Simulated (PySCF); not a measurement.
Molecule: C5H12BN, singlet. Atoms near the plane z = 0.8 Å, at the GFN2-xTB optimised geometry (x, y, z in Å): B1 (0.0, -1.7, 0.0), C2 (1.6, -1.7, 0.0), H3 (2.0, -2.8, 0.0), H4 (2.0, -1.3, 0.9), C6 (-0.7, -2.4, 1.4), H8 (-0.4, -3.4, 1.4), H9 (-1.7, -2.3, 1.4), C14 (-1.1, 2.2, 0.0), C15 (-0.7, 0.8, 0.0), N16 (-0.4, -0.3, 0.0), H19 (-1.2, 2.5, 1.0).

Method: PBE0/def2-SVP (PySCF 2.14.0). The values are rescaled to run from 0 to 1.

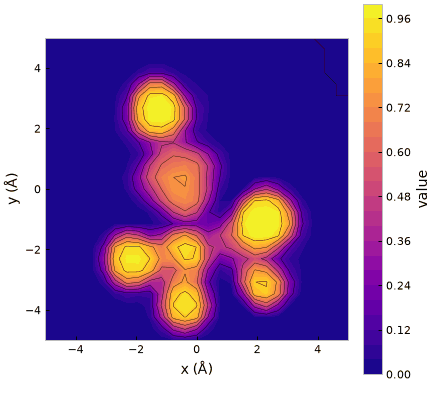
Fig. 1. a field on the plane z = 0.8 Å.

### Question
Which quantity is mapped?
A. deformation density (molecule minus spherical neutral atoms)
B. log10 of the electron density
C. an orbital amplitude
D. electron localisation function

### Answer
D, electron localisation function
